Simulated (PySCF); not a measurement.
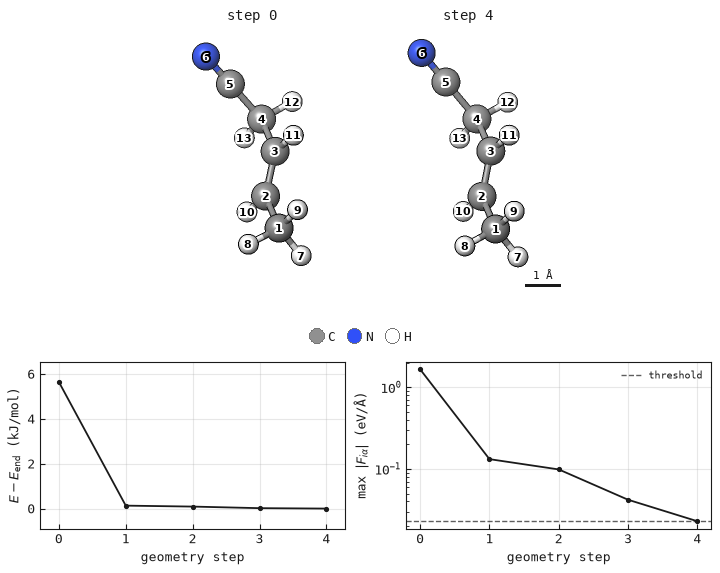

First and last geometry of a relaxation of C$_{5}$H$_{7}$N, with the history of the run. Style: ball-and-stick. Shown from a free direction.

The start comes from GFN2-xTB.

All numbers below come from PBE0-D3(BJ)/def2-SVP geometry optimisation, gas phase in PySCF 2.14.0, density-fitted response routines. 

Did the run converge, and what did it change?

Answer. It converged. After 4 geometry steps the energy has fallen by 5.64 kJ/mol. Largest force component: 1.7 eV/Å at the start, 0.023 eV/Å at the end. N6 moves most after the best rigid fit: 0.13 Å. By element the largest moves are N 0.13 Å, C 0.07 Å, H 0.05 Å. Some distances before and after: C4–C5 1.443 → 1.462 Å, C2–H10 1.083 → 1.098 Å, C5–N6 1.143 → 1.157 Å, C2–C3 1.322 → 1.335 Å. Bond angles that change, for instance: C3–C4–C5 109.8° → 112.7°, H12–C4–H13 109.0° → 106.7°.
